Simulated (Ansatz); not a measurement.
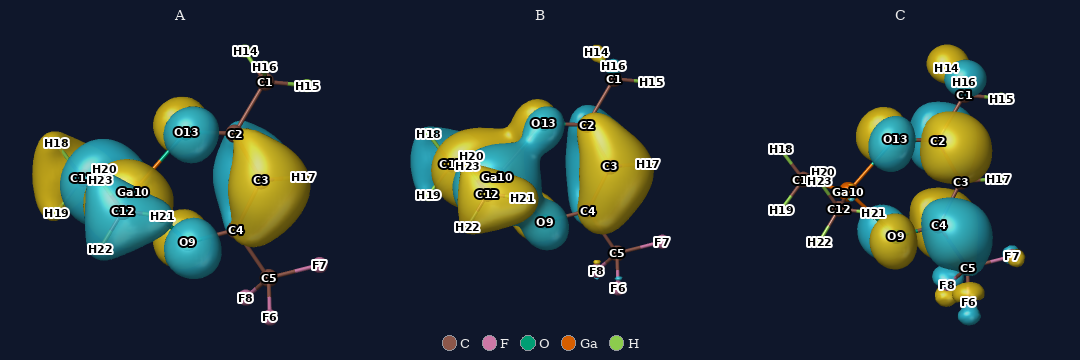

The picture shows: C$_{7}$H$_{10}$F$_{3}$GaO$_{2}$ (SMILES CC1=CC(C(F)(F)F)=[O+][Ga-]([CH3])([CH3])[O]1). Three frontier orbitals at ±0.08 Å⁻³ᐟ² (yellow and cyan are the two phases), in no order.

Geometry: PBE0-D4/def2-TZVP.

The calculation used RKS PBE0-D4/def2-TZVPP (Ansatz 0.2.0).

```xyz
23

C    -1.5210   -2.3724    1.3159
C    -0.8626   -1.2023    0.6594
C    -1.6599   -0.2252    0.0326
C    -1.1385    0.8874   -0.5995
C    -2.1033    1.8885   -1.2517
F    -1.9549    3.0923   -0.7001
F    -3.3835    1.5349   -1.1203
F    -1.8418    1.9942   -2.5538
O     0.0679    1.2253   -0.7305
Ga    1.6011    0.2032   -0.0252
C     2.4853   -0.6129   -1.5717
C     2.2865    1.2144    1.5069
O     0.3961   -1.1750    0.7163
H    -1.1448   -3.2916    0.8604
H    -2.6058   -2.3417    1.2354
H    -1.2312   -2.3963    2.3692
H    -2.7306   -0.3524    0.0461
H     3.2015   -1.3750   -1.2564
H     3.0278    0.1363   -2.1524
H     1.7509   -1.0847   -2.2275
H     1.4677    1.5187    2.1618
H     2.8115    2.1142    1.1787
H     2.9864    0.6131    2.0915
```

Which picture is the HOMO−1, the HOMO and the LUMO?

B is the HOMO−1 (−8.09 eV). It lies mainly on C3 (about 20 %), C12 (about 15 %), C11 (about 15 %), Ga10 (about 15 %), O9 (about 10 %) and C4 (about 5 %). A is the HOMO (−7.19 eV). Its weight (Hirshfeld) is mainly on C3 (about 20 %), C12 (about 15 %), C11 (about 15 %), O9 (about 10 %), Ga10 (about 10 %) and O13 (about 10 %). C is the LUMO (−2.27 eV). It lies mainly on C4 (about 25 %), C2 (about 25 %), O9 (about 15 %), O13 (about 10 %) and C3 (about 10 %).

What is the HOMO–LUMO gap?

4.92 eV between the orbital energies.
